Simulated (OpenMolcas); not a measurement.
**As4 (arsenic tetramer): levels of theory compared**

Aim: a comparison of 6 runs (M06-2X/cc-pVDZ, M06-L/cc-pVDZ, PBE0/cc-pVDZ, TPSS/cc-pVDZ, r2SCAN/cc-pVDZ, revPBE/cc-pVDZ) of As4 (arsenic tetramer). 

Program for the calculation: OpenMolcas 26.06.

1 further run of the same task is left out (it didn't finish).

## 1. The structure to begin with

The species is As4 (4 atoms), meant as a singlet with charge 0. SMILES: `[As]12[As]3[As]1[As]23`. The shape is that of a PBE0-D4/def2-TZVP optimisation.

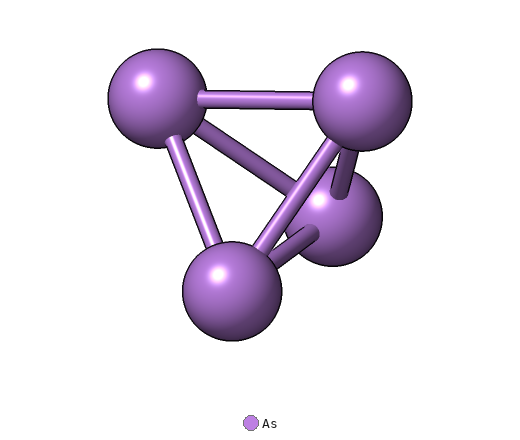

Viewed from a chosen angle; arsenic purple.

## 2. Energy and gradient at M06-2X/cc-pVDZ (run 1)

coord.xyz

```xyz
4

As     0.408230    -1.037610     0.980150
As    -0.244980     1.281220     0.708840
As    -1.243230    -0.430680    -0.687660
As     1.079970     0.187070    -1.001320
```

mol.inp

```
* As4 Kohn-Sham DFT
>>> EXPORT MOLCAS_PRINT=2

&gateway
  baslib
  $CurrDir
  coord
  coord.xyz
  basis
  cc-pVDZ
  group
  NoSym

&seward
  gridinput
  Grid=UltraFine
  End of Grid

&scf
  ksdft
  M062X
  thresholds
  1e-10 1e-07 1e-07 1e-05
  prorbitals
  1 1

&alaska
```

The basis set cc-pVDZ is read from a file made from the Basis Set Exchange's data (not shown).

On the command line:

```sh
$ export MOLCAS_MEM=1860
$ pymolcas mol.inp > mol.log
```

Log:

```text
--- Start Module: gateway ---
[...]
--- Stop Module: gateway /rc=_RC_ALL_IS_WELL_ ---
[...]
      Basis functions          108
[...]
--- Start Module: scf ---
[...]
       Convergence after  11 Iterations
[...]
::    Total KS-DFT energy                           -8943.5716338279
[...]
      Total spin, S                                     0.0000000000
[...]
      Total electronic charge=  132.000000
      Total            charge=   -0.000000
[...]
      Dipole Moment (debye):
      Origin of the operator (angstrom)=   -0.0000    0.0000    0.0000
                   X=  7.8419E-05               Y=  1.8502E-05               Z= -7.6402E-06           Total=  8.0933E-05
      Quadrupole Moment (debye*angstrom):
[...]
--- Stop Module: scf /rc=_RC_ALL_IS_WELL_ ---
[...]
--- Start Module: alaska ---
[...]
 *              Molecular gradients               *
 **************************************************
  Irreducible representation: a
 ------------------------------------------------------------------------------------------
                              X                       Y                       Z
 ------------------------------------------------------------------------------------------
  AS1              -5.47975074852047E-04    1.27370437873253E-03   -1.18845892086483E-03
  AS2               3.99513800456219E-04   -1.58759966029720E-03   -8.78355354082316E-04
  AS3               1.51006346128213E-03    5.87294155913298E-04    7.94858838261803E-04
  AS4              -1.36160218738723E-03   -2.73398874007569E-04    1.27195543639402E-03
 ------------------------------------------------------------------------------------------
--- Stop Module: alaska /rc=_RC_ALL_IS_WELL_ ---
[...]
```

Wall time 99 s (1 thread of Intel Xeon Platinum 8259CL at 2.50GHz (Skylake/Cascade Lake), shared host); peak memory 0.63 GiB.

## 3. Energy and forces at M06-L/cc-pVDZ (run 2)

test.input

```
&GATEWAY
  BasLib=$CurrDir
  Coord
  4
  angstrom
  As       0.408230      -1.037610       0.980150
  As      -0.244980       1.281220       0.708840
  As      -1.243230      -0.430680      -0.687660
  As       1.079970       0.187070      -1.001320
  Basis=cc-pVDZ
  Group=NoSym

&SEWARD
  GridInput
  Grid=UltraFine
  End of Grid

&SCF
  KSDFT=M06L
  Thresholds=1e-10 1e-07 1e-07 1e-05
  PrOrbitals=1

&ALASKA
```

The basis set cc-pVDZ is read from a file made from the Basis Set Exchange's data (not shown).

On the command line:

```sh
$ export MOLCAS_MEM=1860
$ pymolcas test.input > test.log
```

Log:

```text
--- Start Module: gateway ---
[...]
--- Stop Module: gateway /rc=_RC_ALL_IS_WELL_ ---
[...]
      Basis functions          108
[...]
--- Start Module: scf ---
[...]
       Convergence after  11 Iterations
[...]
::    Total KS-DFT energy                           -8943.2392989671
[...]
      Total spin, S                                     0.0000000000
[...]
      Total electronic charge=  132.000000
      Total            charge=   -0.000000
[...]
      Dipole Moment (debye):
      Origin of the operator (angstrom)=   -0.0000    0.0000    0.0000
                   X= -8.5239E-05               Y= -1.6394E-05               Z= -1.3383E-05           Total=  8.7826E-05
      Quadrupole Moment (debye*angstrom):
[...]
--- Stop Module: scf /rc=_RC_ALL_IS_WELL_ ---
[...]
--- Start Module: alaska ---
[...]
 *              Molecular gradients               *
 **************************************************
  Irreducible representation: a
 ------------------------------------------------------------------------------------------
                              X                       Y                       Z
 ------------------------------------------------------------------------------------------
  AS1              -1.69268267956113E-03    4.31909365265426E-03   -4.11358864201361E-03
  AS2               9.96944289553880E-04   -5.36642841666435E-03   -2.96470687057138E-03
  AS3               5.22275619928791E-03    1.79400857820866E-03    2.89992629282665E-03
  AS4              -4.52701780906750E-03   -7.46673813839749E-04    4.17836921930359E-03
 ------------------------------------------------------------------------------------------
--- Stop Module: alaska /rc=_RC_ALL_IS_WELL_ ---
[...]
```

Wall time 97 s (1 thread of Intel Xeon Platinum 8259CL at 2.50GHz (Skylake/Cascade Lake), shared host); peak memory 0.63 GiB.

Runs 3 to 5 aren't shown in full; the table further down has their settings and results.

## 4. Energy and forces at revPBE/cc-pVDZ (run 6)

mol.xyz

```xyz
4

As     0.408230    -1.037610     0.980150
As    -0.244980     1.281220     0.708840
As    -1.243230    -0.430680    -0.687660
As     1.079970     0.187070    -1.001320
```

mol.inp

```
&GATEWAY
 BasLib=$CurrDir
 Coord=mol.xyz
 Basis=cc-pVDZ
 Group=NoSym

&SEWARD
 GridInput
 Grid=UltraFine
 End of Grid

&SCF
 KSDFT=revPBE
 Thresholds=1e-10 1e-07 1e-07 1e-05
 PrOrbitals=1 2

&ALASKA
```

The basis set cc-pVDZ is read from a file made from the Basis Set Exchange's data (not shown).

On the command line:

```sh
$ export MOLCAS_MEM=1860
$ pymolcas mol.inp > mol.log
```

Log:

```text
--- Start Module: gateway ---
[...]
--- Stop Module: gateway /rc=_RC_ALL_IS_WELL_ ---
[...]
      Basis functions          108
[...]
--- Start Module: scf ---
[...]
       Convergence after  11 Iterations
[...]
::    Total KS-DFT energy                           -8942.7986846877
[...]
      Total spin, S                                     0.0000000000
[...]
      Total electronic charge=  132.000000
      Total            charge=   -0.000000
[...]
      Dipole Moment (debye):
      Origin of the operator (angstrom)=   -0.0000    0.0000    0.0000
                   X= -2.4237E-06               Y= -4.6026E-06               Z= -1.3187E-06           Total=  5.3663E-06
      Quadrupole Moment (debye*angstrom):
[...]
--- Stop Module: scf /rc=_RC_ALL_IS_WELL_ ---
[...]
--- Start Module: alaska ---
[...]
 *              Molecular gradients               *
 **************************************************
  Irreducible representation: a
 ------------------------------------------------------------------------------------------
                              X                       Y                       Z
 ------------------------------------------------------------------------------------------
  AS1              -5.85754391541116E-03    1.48221593082667E-02   -1.40051675943909E-02
  AS2               3.49373072277359E-03   -1.82970417072994E-02   -1.01322658593972E-02
  AS3               1.77772386209796E-02    6.16898863920312E-03    9.84376921957875E-03
  AS4              -1.54134254281644E-02   -2.69410624022726E-03    1.42936642341738E-02
 ------------------------------------------------------------------------------------------
--- Stop Module: alaska /rc=_RC_ALL_IS_WELL_ ---
[...]
```

Wall time 85 s (1 thread of Intel Xeon Platinum 8259CL at 2.50GHz (Skylake/Cascade Lake), shared host); peak memory 0.63 GiB.

## 5. The series

```csv
run,level,energy (Eh),dipole moment (D),HOMO energy (eV),LUMO energy (eV),wall time
1,M06-2X/cc-pVDZ,-8943.571634,0.00,-8.06,-0.43,99 s
2,M06-L/cc-pVDZ,-8943.239299,0.00,-6.08,-1.30,97 s
3,PBE0/cc-pVDZ,-8942.424245,0.00,-7.01,-0.96,84 s
4,TPSS/cc-pVDZ,-8943.329274,0.00,-6.13,-1.63,90 s
5,r2SCAN/cc-pVDZ,-8943.466501,0.00,-6.35,-1.63,89 s
6,revPBE/cc-pVDZ,-8942.798685,0.00,-5.97,-1.58,85 s
```

## 6. Summary of results

| quantity | value |
| --- | --- |
| run 6: total energy | -8942.79868 Eh |
| run 6: dipole moment | 0.00 D |
| run 6: HOMO energy | -5.97 eV |
| run 6: LUMO energy | -1.58 eV |
| run 6: HOMO–LUMO gap | 4.40 eV |
| run 6: largest force on an atom | 1.092 eV/Å |

What this shows: The HOMO–LUMO gap runs from 4.40 eV (revPBE/cc-pVDZ) to 7.63 eV (M06-2X/cc-pVDZ). Totals of different functionals can't be ranked against each other. All runs together took 9.1 min, the longest 99 s.
